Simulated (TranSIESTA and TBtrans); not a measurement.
Device: Pb chain with one Ir atom in place of Pb. Leads: straight Pb chain, spacing 2.85 Å. Geometry: 3 atoms about the centre moved by SIESTA (PBE, DZP) to a largest force of 0.01 eV/Å, all others as built, motion along the axis alone.

Computed with TranSIESTA and TBtrans, PBE, DZP numerical orbitals (energy shift 0.15 eV), PseudoDojo norm-conserving scalar-relativistic potentials, mesh cutoff 200 Ry, 300 K, spin-polarised (collinear), no spin-orbit coupling; self-consistent non-equilibrium Green functions.

Energies count from the leads' Fermi level. Transmissions are for each spin. The energy step is 0.01 eV; narrower resonances are cut or missed.

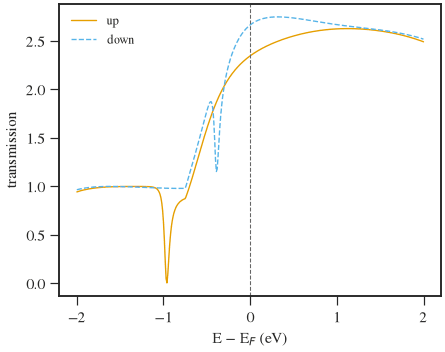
Figure: Transmission against energy

```csv
E (eV),T up,T down,lead channels up,down
-2.00,0.94,0.97,1,1
-1.80,0.98,0.99,1,1
-1.60,1.00,1.00,1,1
-1.40,1.00,1.00,1,1
-1.20,1.00,0.99,1,1
-1.00,0.63,0.98,1,1
-0.80,0.85,0.98,1,1
-0.60,1.30,1.45,3,3
-0.40,1.85,1.28,3,3
-0.20,2.17,2.39,3,3
0.00,2.35,2.67,3,3
0.20,2.45,2.74,3,3
0.40,2.52,2.75,3,3
0.60,2.57,2.72,3,3
0.80,2.61,2.70,3,3
1.00,2.62,2.67,3,3
1.20,2.63,2.65,3,3
1.40,2.61,2.62,3,3
1.60,2.59,2.60,3,3
1.80,2.55,2.57,3,3
2.00,2.49,2.52,3,3
```

Moments were seeded on the central atoms alone, and one start was tried. The straight chain is held at its spacing; free chains may zigzag or dimerise. Spin-orbit coupling, left out here, matters for the heavy atoms.
